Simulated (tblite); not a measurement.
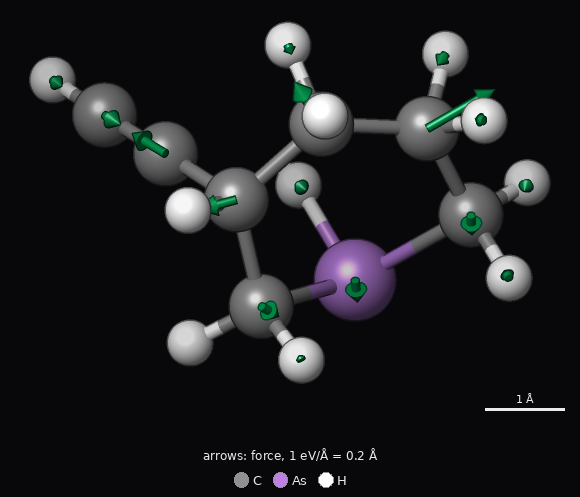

Starting geometry of C7H11As with the computed forces as green arrows. A ball-and-stick model, seen at a tilt.

Computed with tblite 0.8.0, GFN2-xTB geometry optimisation, gas phase. 

Q: Is this structure relaxed? If not, where do the atoms go?

A: It isn't relaxed: the largest force vector, on a C atom, is 5.05 eV/Å. The final displacements have little in common with the starting forces (cosine between the two patterns 0.10). Over 99 geometry steps the energy falls by 36.9 kcal/mol. The atom that moves furthest after the best rigid fit is an H atom (1.13 Å). Largest moves by element: H 1.13 Å, C 0.51 Å, As 0.43 Å. Among the contacts that change: As–H 1.592 → 1.506 Å, C–C 1.442 → 1.526 Å, C–C 1.469 → 1.536 Å, C–H 1.138 → 1.094 Å. Bond angles that change, for instance: C–C–C 126.0° → 113.3°, C–C–As 103.9° → 115.4°, C–As–H 105.4° → 94.4°. Groups turn about C–C by about 65°, C–C by about 45°, C–C by about 35°.
